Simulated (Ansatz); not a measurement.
Results of PBEsol-D3(BJ) (Ansatz, a program for electronic structure, plane waves, PAW) for antifluorite Mg2Ge.

Settings: plane-wave cutoff 520 eV, 10×10×10 k mesh, Fermi–Dirac smearing 0.01 eV, scalar-relativistic PAW data made under PBE.

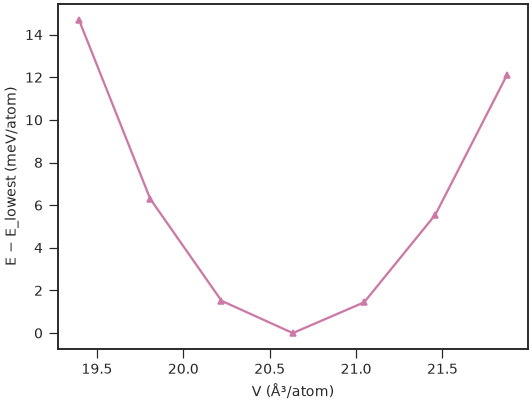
Figure. Total energy against volume

### Question
From the curve, estimate the equilibrium volume and the bulk modulus.

### Answer
V0 ≈ 20.6 Å³/atom and B0 ≈ 57 GPa; the fit gives V0 = 20.632 Å³/atom, B0 = 57.3 GPa, B′ = 4.0.

Measured, for comparison: equilibrium volume per atom 21.69 Å³/atom (temperature not stated, not corrected to a static lattice; as tabulated in Grosch, Range, J. Alloys Compd. 235, 250 (1996)). Computed (rounded) less measured: equilibrium volume per atom -4.9 %.

Computed values are for the static lattice.
